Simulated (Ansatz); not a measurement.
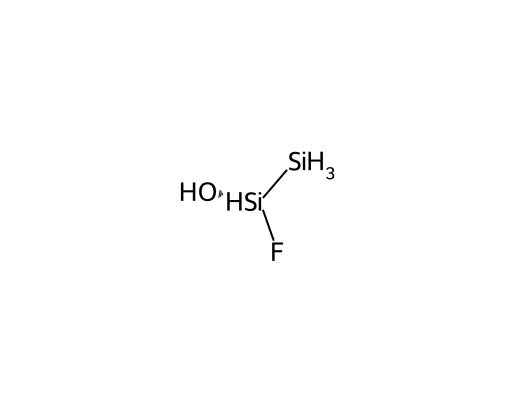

2D structure.

**Write the SMILES.**

O[Si@@H](F)[SiH3]

**What is the molecular formula?**

FH5OSi2.

**An optimisation with PBE0-D4/def2-TZVP gave a structure of which point group?**

C1.

More results for the same structure follow; atom numbers are the same in all pictures, views and colours differ. The computed structure is the end point of a PBE0-D4/def2-TZVP optimisation.

**Vibrations**

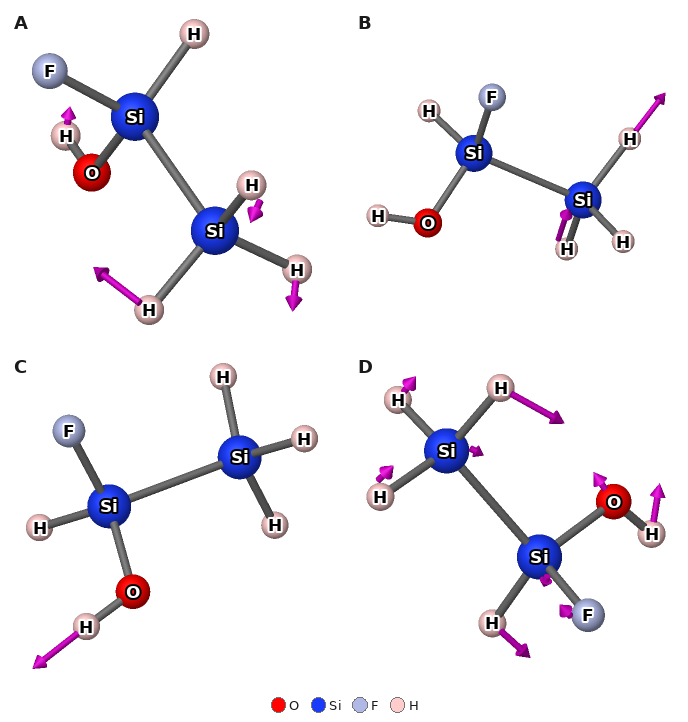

4 normal modes of one molecule or complex, as arrows. Harmonic vibrations computed with RKS PBE0-D4/def2-TZVP (Ansatz 0.2.0) at a stationary point of the same level.

**Match the panels to the wavenumbers 200 cm⁻¹, 525 cm⁻¹, 2231 cm⁻¹, 3912 cm⁻¹.**

A: 525 cm⁻¹, H–Si–Si bending
B: 2231 cm⁻¹, out-of-phase stretching of 2 Si–H bonds
C: 3912 cm⁻¹, O–H stretching
D: 200 cm⁻¹, H–Si–Si bending

**Thermal motion**

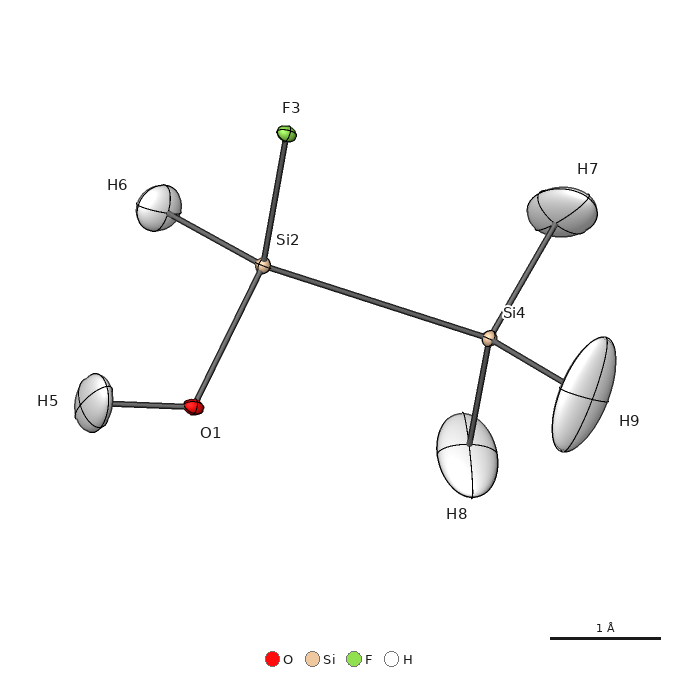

Displacement ellipsoids at the 50 % level, from the internal vibrations of the free molecule (harmonic, no overall translation or rotation; no half-axis is drawn under 0.075 Å). Vibrations computed with RKS PBE0-D4/def2-TZVP (Ansatz 0.2.0). Temperature: 100 K.

Give the displacement parameters, one line for each set of equivalent atoms.

```json
{"atom": "O1", "U_eq (Å²)": "0.0023", "rms amplitudes (Å)": "0.033, 0.043, 0.064"}
{"atom": "Si2", "U_eq (Å²)": "0.00100", "rms amplitudes (Å)": "0.027, 0.032, 0.035"}
{"atom": "F3", "U_eq (Å²)": "0.0020", "rms amplitudes (Å)": "0.029, 0.038, 0.062"}
{"atom": "Si4", "U_eq (Å²)": "0.00078", "rms amplitudes (Å)": "0.014, 0.029, 0.036"}
{"atom": "H5", "U_eq (Å²)": "0.0326", "rms amplitudes (Å)": "0.086, 0.157, 0.257"}
{"atom": "H6", "U_eq (Å²)": "0.0180", "rms amplitudes (Å)": "0.091, 0.143, 0.159"}
{"atom": "H7", "U_eq (Å²)": "0.0550", "rms amplitudes (Å)": "0.090, 0.180, 0.353"}
{"atom": "H8", "U_eq (Å²)": "0.0556", "rms amplitudes (Å)": "0.090, 0.179, 0.356"}
{"atom": "H9", "U_eq (Å²)": "0.0579", "rms amplitudes (Å)": "0.086, 0.183, 0.364"}
```

**Dipole moment**

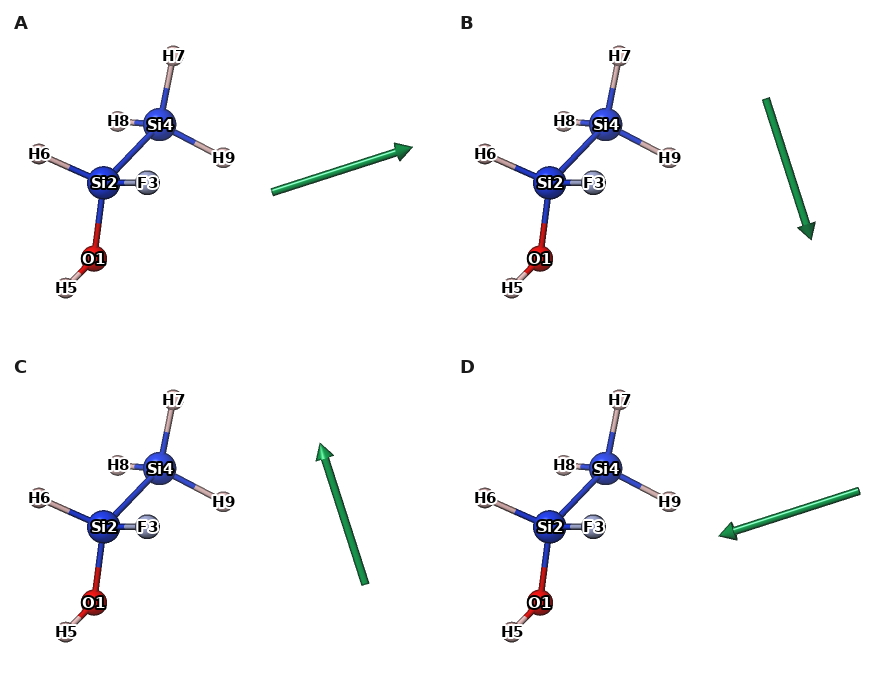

The same molecule four times, each with an arrow. Level of theory: RKS PBE0-D4/def2-TZVP (Ansatz 0.2.0).

**Which arrow points along the dipole moment, from the negative to the positive end?**

D. The dipole moment is 1.47 D; it points from the side of H9 to the side of H5 (the outermost atoms at the two ends).

**Levels of theory compared**

Program: Ansatz 0.2.0.

Compare HOMO energy (eV), HOMO–LUMO gap (eV) at these levels: B3LYP-D4/def2-TZVPP; B97M-V/def2-TZVPP; BHLYP-D4/def2-TZVPP; BLYP-D4/def2-TZVPP; PBE0-D4/def2-QZVPP; PBE0-D4/def2-TZVPP; SPW92 (LDA)/def2-TZVPP; r2SCAN-D4/def2-TZVPP; r2SCAN0-D4/def2-TZVPP; r2SCANh-D4/def2-TZVPP; ωB97M-V/def2-SVP; ωB97X-V/def2-TZVPP.

```csv
level,HOMO energy (eV),HOMO–LUMO gap (eV)
B3LYP-D4/def2-TZVPP,−8.11,7.64
B97M-V/def2-TZVPP,−7.46,6.42
BHLYP-D4/def2-TZVPP,−9.46,10.06
BLYP-D4/def2-TZVPP,−6.96,5.98
PBE0-D4/def2-QZVPP,−8.32,7.92
PBE0-D4/def2-TZVPP,−8.30,8.05
SPW92 (LDA)/def2-TZVPP,−7.12,5.84
r2SCAN-D4/def2-TZVPP,−7.35,6.59
r2SCAN0-D4/def2-TZVPP,−8.48,8.44
r2SCANh-D4/def2-TZVPP,−7.80,7.33
ωB97M-V/def2-SVP,−10.27,12.35
ωB97X-V/def2-TZVPP,−10.61,12.39
```
